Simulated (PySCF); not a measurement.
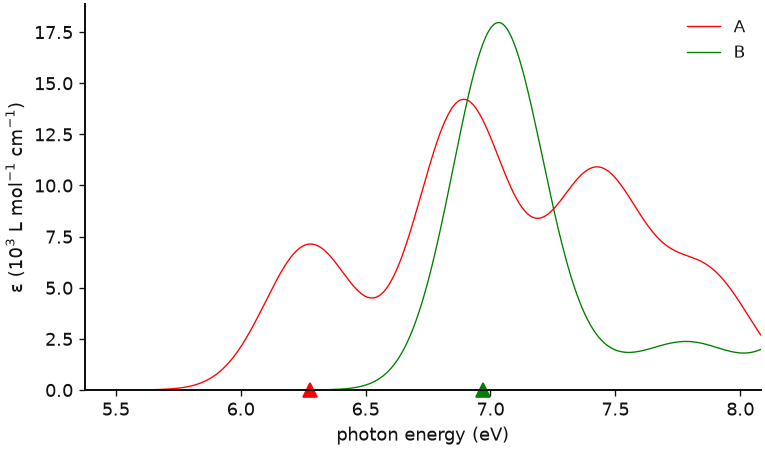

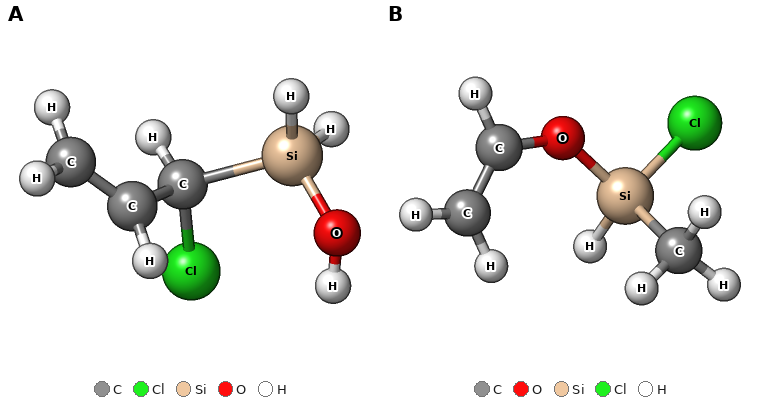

Related molecules: A is C₃H₇ClOSi, SMILES C=C[C@H](Cl)[SiH2]O; B is C₃H₇ClOSi, SMILES C=CO[Si@H](C)Cl. Vertical TDDFT absorption, ωB97X-D/def2-SVPD in PySCF 2.14.0, at a GFN2-xTB geometry (no frequency check); Gaussians of 1/e half-width 0.25 eV, triangles mark S1, and the range ends where the computed states of one molecule run out.

Question: How does the lowest singlet move?

Answer: A: 6.28 eV (f = 0.109, mainly HOMO → LUMO (72 %)); B: 6.97 eV (f = 0.063, mixed, the largest part being HOMO → LUMO+2 (44 %)). From A to B it shifts 0.69 eV to the blue; the leading orbital pair differs.

Question: And the brightest state of each within the range drawn?

Answer: A: S3 at 6.91 eV, f = 0.13; B: S2 at 7.05 eV, f = 0.22.

Caveats, for all or some of the runs: core orbitals are frozen in the response; one conformer of a flexible molecule; the tight-binding geometry is rougher than a DFT one and adds to the error.
